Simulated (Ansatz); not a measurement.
## CsO (Immm): phonons and vibrational spectra

Task: relax CsO (Immm), then find its harmonic phonons.

Method: DFT LDA, scalar-relativistic, plane waves, PAW, in Ansatz 0.2.0.

### 1. Starting point

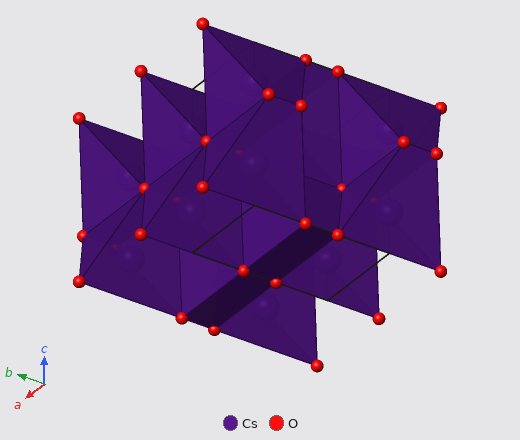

The cell as given, from a free direction (caesium purple, oxygen red). 2×1×1 cells are drawn. This picture shows the conventional cell, with its axes. Some periodic images of atoms are drawn too.

### 2. Rough relaxation

A rough relaxation comes first, because large forces or stress need no tight tolerances yet.

input.yaml

```yaml
crystal:
  lattice:
    - [-2.161, 3.215, 3.7585]
    - [2.161, -3.215, 3.7585]
    - [2.161, 3.215, -3.7585]
  atoms:
    - { symbol: Cs, position: [0.75, 0.75, 0.0] }
    - { symbol: Cs, position: [0.25, 0.25, 0.0] }
    - { symbol: O, position: [0.62, 0.0, 0.62] }
    - { symbol: O, position: [0.38, 0.0, 0.38] }
kpoints:
  mp_grid: { grid: [6, 6, 6] }
hamiltonian:
  xc: lda
scf:
  occupations: { method: gaussian, width: 0.1 }
output:
  forces: true
  stress: true
  eigenvalues: true
relax:
  adjacent_minimum: "off"
  f_tol: 0.05
  max_steps: 80
  cell: { stress_tol: 0.5 }
```

Launch:

```console
> ansatz run input.yaml --threads 4 --pin off --max-ram 7168MiB --backend cpu --events-out ev --progress --plain --runs-dir out
```

Numbers of over 12 decimals in the logs are rounded to 6 here.

What it wrote:

```text
The last accepted step is kept in <dir> (removed where the run ends without a failure and the disk answers)
Engine: ansatz 0.2.0, aarch64-unknown-linux-gnu
Pseudopotentials: kind: paw
Pseudopotential: Cs, paw, valence charge 9, recommended cutoff 420 eV (normal), Cs.paw.azcp
Pseudopotential: O, paw, valence charge 6, recommended cutoff 420 eV (normal), O.paw.azcp
Functional definition: SPW92
  exchange = slater_x
[...]
cell:  # Å, volume = 95.5126 Å³
    - [-2.098610, 3.113704, 3.654193]
    - [2.098610, -3.113704, 3.654193]
    - [2.098610, 3.113704, -3.654193]
  atoms:
    - { symbol: Cs, position: [0.747775, 0.747775, 0] }
    - { symbol: Cs, position: [0.252225, 0.252225, 0] }
    - { symbol: O, position: [0.617366, -1.3846402628523138e-18, 0.617366] }
    - { symbol: O, position: [0.382634, -1.3846402628523136e-18, 0.382634] }
[key lines of the parts left out:]
SCF converged after 6 iterations
Free energy (F): -12119.771860 eV
Fermi energy:    8.276605 eV
P = ⅓ Tr σ = -0.2434 GPa (-2.434 kbar)
```

The job ended after 27 s (4 threads of Arm Neoverse N1, shared host; peak memory 0.43 GiB).

Step by step:

| step | energy less that of the first step (eV) | largest force component (eV/Å) | pressure (GPa) | volume (Å³) |
| --- | --- | --- | --- | --- |
| 1 | 0.0000 | 1.3189 | -3.79 | 104.45 |
| 2 | -0.0434 | 0.9362 | 2.37 | 91.39 |
| 3 | -0.1570 | 0.2253 | 0.13 | 94.84 |
| 4 | -0.1640 | 0.0654 | -0.16 | 95.73 |
| 5 | -0.1648 | 0.0011 | -0.01 | 95.51 |
| 6* | -0.1523 | 0.0013 | -0.24 | 95.51 |

Relaxation steps marked * repeat the geometry before them on a plane-wave basis chosen anew for their cell, so energy and pressure can jump there.

The run keeps the 8 symmetry operations that it works with, so distortions that break them were not tested.

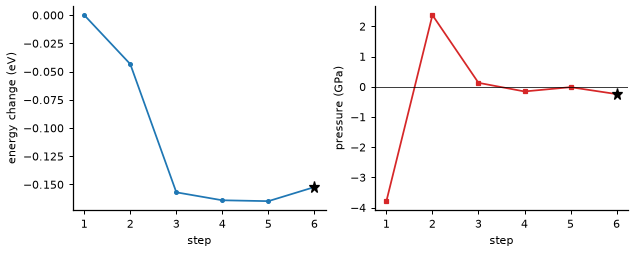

Energy and pressure along the relaxation. Stars mark steps on a basis chosen anew.

| conventional cell, symmetrised | before | after | change |
| --- | --- | --- | --- |
| a (Å) | 4.322 | 4.197 | -2.9 % |
| b (Å) | 6.430 | 6.227 | -3.2 % |
| c (Å) | 7.517 | 7.308 | -2.8 % |
| volume (Å³/atom) | 26.11 | 23.88 | -8.6 % |

The atoms that moved most (Å, as changes of fractional coordinates times the final cell):

| atom | dx | dy | dz | length |
| --- | --- | --- | --- | --- |
| O4 | 0.000 | 0.016 | 0.000 | 0.016 |
| O3 | 0.000 | -0.016 | 0.000 | 0.016 |
| Cs2 | 0.000 | 0.000 | 0.016 | 0.016 |
| Cs1 | 0.000 | 0.000 | -0.016 | 0.016 |

The relaxed structure:

```cif
data_structure
_symmetry_space_group_name_H-M 'P 1'
_symmetry_Int_Tables_number 1
_cell_length_a 5.2395
_cell_length_b 5.2395
_cell_length_c 5.2395
_cell_angle_alpha 132.777
_cell_angle_beta 107.078
_cell_angle_gamma 91.558
_cell_volume 95.51
loop_
_atom_site_label
_atom_site_type_symbol
_atom_site_fract_x
_atom_site_fract_y
_atom_site_fract_z
_atom_site_occupancy
Cs1 Cs 0.74777 0.74777 0.00000 1
Cs2 Cs 0.25223 0.25223 0.00000 1
O3 O 0.61737 0.00000 0.61737 1
O4 O 0.38263 0.00000 0.38263 1
```

Numbers from this step:

```yaml
pressure: -0.2434 GPa
gap_on_the_k_mesh: 1.767 eV
volume_per_atom: 23.88 Å³
direct_gap_on_mesh: 1.793 eV
```

In this step the volume went from 26.11 to 23.88 Å³/atom.

### 3. Bringing the structure to rest

Harmonic phonons are second derivatives at a point where the forces vanish, and they are wanted at zero stress, so atoms and cell are relaxed first.

input.yaml

```yaml
crystal:
  lattice:
    - [-2.0986103355, 3.1137037343, 3.6541930879]
    - [2.0986103355, -3.1137037343, 3.6541930879]
    - [2.0986103355, 3.1137037343, -3.6541930879]
  atoms:
    - { symbol: Cs, position: [0.7477749331, 0.7477749331, 0.0] }
    - { symbol: Cs, position: [0.2522250669, 0.2522250669, 0.0] }
    - { symbol: O, position: [0.6173655569, 0.0, 0.6173655569] }
    - { symbol: O, position: [0.3826344431, 0.0, 0.3826344431] }
kpoints:
  mp_grid: { grid: [8, 8, 8] }
hamiltonian:
  xc: lda
scf:
  occupations: { method: gaussian, width: 0.02 }
output:
  forces: true
  stress: true
  eigenvalues: true
relax:
  adjacent_minimum: "off"
  f_tol: 0.005
  max_steps: 80
  cell: { stress_tol: 0.05 }
```

What it wrote:

```text
[...]
Crystal: 4 atoms, lattice volume = 95.513 Å³
Basis set: ecut = 420 eV, 1861 PW (Γ)
Bands: 19, of which v1, the nominal top of the filled ones, is band 15 counted from 1 (14 counted from 0)
Symmetry: 8 space group operations
[...]
k-points: 95 of 512
[...]
--- Relaxed structure (4 steps of the walk, 4 accepted, 1 SCFs on fresh bases) ---
[...]
cell:  # Å, volume = 94.8578 Å³
    - [-2.093920, 3.103359, 3.649394]
    - [2.093920, -3.103359, 3.649394]
    - [2.093920, 3.103359, -3.649394]
  atoms:
    - { symbol: Cs, position: [0.748062, 0.748062, 0] }
    - { symbol: Cs, position: [0.251938, 0.251938, 0] }
    - { symbol: O, position: [0.617693, 0, 0.617693] }
    - { symbol: O, position: [0.382307, 0, 0.382307] }
[key lines of the parts left out:]
SCF converged after 5 iterations
Free energy (F): -12119.772335 eV
Fermi energy:    8.314219 eV
P = ⅓ Tr σ = -0.0179 GPa (-0.179 kbar)
```

Elapsed: 36 s, on 4 threads; peak memory 0.48 GiB; 1.7 min of CPU time.

Relaxation path:

| step | energy less that of the first step (eV) | largest force component (eV/Å) | pressure (GPa) | volume (Å³) |
| --- | --- | --- | --- | --- |
| 1 | 0.0000 | 0.0014 | -0.24 | 95.51 |
| 2 | -0.0028 | 0.0205 | 0.22 | 94.26 |
| 3 | -0.0019 | 0.0073 | 0.00 | 94.86 |
| 4 | -0.0019 | 0.0041 | 0.00 | 94.86 |
| 5* | -0.0006 | 0.0038 | -0.02 | 94.86 |

Relaxation steps marked * repeat the geometry before them on a plane-wave basis chosen anew for their cell, so energy and pressure can jump there.

The run keeps the 8 symmetry operations that it works with, so distortions that break them were not tested.

| conventional cell, symmetrised | before | after | change |
| --- | --- | --- | --- |
| a (Å) | 4.197 | 4.188 | -0.2 % |
| b (Å) | 6.227 | 6.207 | -0.3 % |
| c (Å) | 7.308 | 7.299 | -0.1 % |
| volume (Å³/atom) | 23.88 | 23.71 | -0.7 % |

Final coordinates:

```cif
data_structure
_symmetry_space_group_name_H-M 'P 1'
_symmetry_Int_Tables_number 1
_cell_length_a 5.2281
_cell_length_b 5.2281
_cell_length_c 5.2281
_cell_angle_alpha 132.780
_cell_angle_beta 107.176
_cell_angle_gamma 91.462
_cell_volume 94.86
loop_
_atom_site_label
_atom_site_type_symbol
_atom_site_fract_x
_atom_site_fract_y
_atom_site_fract_z
_atom_site_occupancy
Cs1 Cs 0.74806 0.74806 0.00000 1
Cs2 Cs 0.25194 0.25194 0.00000 1
O3 O 0.61769 0.00000 0.61769 1
O4 O 0.38231 0.00000 0.38231 1
```

Numbers from this step:

```
pressure           : -0.01789 GPa
gap on the k-mesh  : 1.695 eV
volume per atom    : 23.71 Å³
direct gap on mesh : 1.810 eV
```

In this step the volume went from 23.88 to 23.71 Å³/atom.

### 4. Tight relaxation

Phonons need a cell at rest on their own settings, so the relaxation is repeated with tight tolerances on forces and stress on the k mesh and occupations of the first response run.

input.yaml

```yaml
crystal:
  lattice:
    - [-2.0939201984, 3.1033592094, 3.6493935178]
    - [2.0939201984, -3.1033592094, 3.6493935178]
    - [2.0939201984, 3.1033592094, -3.6493935178]
  atoms:
    - { symbol: Cs, position: [0.7480621677, 0.7480621677, 0.0] }
    - { symbol: Cs, position: [0.2519378323, 0.2519378323, 0.0] }
    - { symbol: O, position: [0.6176933229, 0.0, 0.6176933229] }
    - { symbol: O, position: [0.3823066771, 0.0, 0.3823066771] }
kpoints:
  mp_grid: { grid: [8, 8, 8] }
hamiltonian:
  xc: lda
scf:
  occupations: { method: fixed }
output:
  forces: true
  stress: true
  eigenvalues: true
relax:
  adjacent_minimum: "off"
  f_tol: 0.001
  max_steps: 60
  cell: { stress_tol: 0.01 }
```

What it wrote:

```text
[...]
Crystal: 4 atoms, lattice volume = 94.858 Å³
Basis set: ecut = 420 eV, 1849 PW (Γ)
Bands: 19, of which v1, the nominal top of the filled ones, is band 15 counted from 1 (14 counted from 0)
Symmetry: 8 space group operations
[...]
k-points: 95 of 512
[...]
--- Relaxed structure (8 steps of the walk, 7 accepted, 3 SCFs on fresh bases) ---
[...]
cell:  # Å, volume = 94.7840 Å³
    - [-2.092821, 3.103080, 3.648801]
    - [2.092821, -3.103080, 3.648801]
    - [2.092821, 3.103080, -3.648801]
  atoms:
    - { symbol: Cs, position: [0.748186, 0.748186, 0] }
    - { symbol: Cs, position: [0.251814, 0.251814, 0] }
    - { symbol: O, position: [0.617714, 0, 0.617714] }
    - { symbol: O, position: [0.382286, 0, 0.382286] }
[key lines of the parts left out:]
SCF converged after 5 iterations
Free energy (F): -12119.772317 eV
Fermi energy:    7.474070 eV
P = ⅓ Tr σ = 0.0008 GPa (0.008 kbar)
```

It took 80 s on 4 threads; peak memory 0.48 GiB; 3.7 min of CPU time.

Little changed from the start: no atom moved by 0.005 Å and no cell edge by 0.1 %.

Numbers from this step:

```
pressure           : 7.56e-4 GPa
gap on the k-mesh  : 1.697 eV
volume per atom    : 23.70 Å³
direct gap on mesh : 1.812 eV
```

The largest force component left is 0.24 meV/Å and the pressure is 0.001 GPa, within the tolerances set. The cell now holds 23.70 Å³/atom.

(Part 1 of 2 ends here.)

[Logs are printed without paths, hosts, clocks, repeated set-up lines and the standing remarks that a program may print on its own settings, such as how far it seeks lower states.]

[Hosts, paths, dates, database ids (printed as entryN), source tags and the programs' standing remarks are cut or masked in the printed files.]
